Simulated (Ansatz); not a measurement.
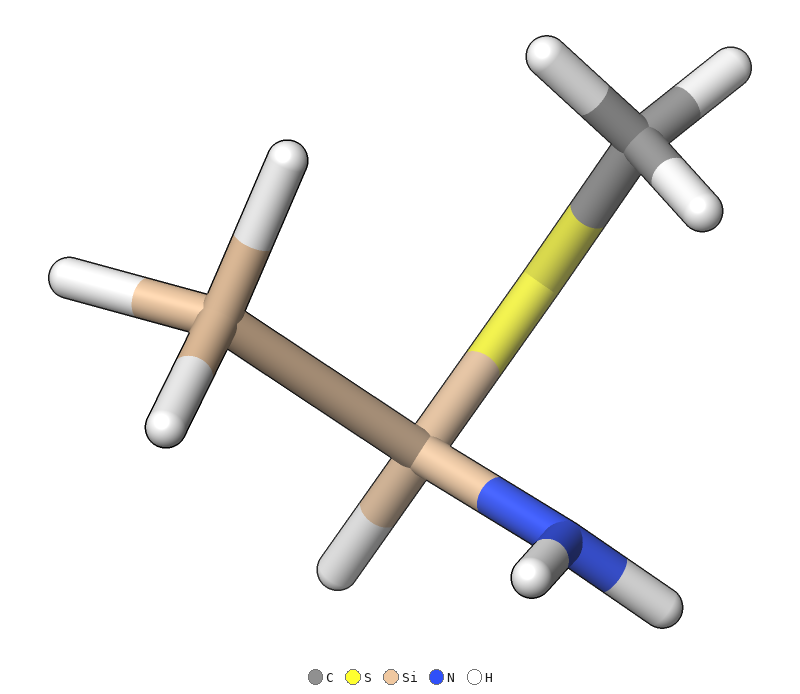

Computed geometry: PBE0-D4/def2-TZVP optimisation. No frequency run is at hand to confirm it as a minimum. Program: Ansatz 0.2.0.

Compare HOMO energy (eV), HOMO–LUMO gap (eV), dipole (D) at these levels: B3LYP-D4/def2-TZVPP; PBE-D4/def2-TZVPP; r2SCAN-D4/def2-TZVPP; ωB97M-V/def2-TZVPP.

```
               level  HOMO energy (eV)  HOMO–LUMO gap (eV)  dipole (D)
 B3LYP-D4/def2-TZVPP             −6.51                6.36        2.13
   PBE-D4/def2-TZVPP             −5.58                4.81        2.14
r2SCAN-D4/def2-TZVPP             −5.82                5.36        2.22
  ωB97M-V/def2-TZVPP             −8.86               10.54        2.16
```
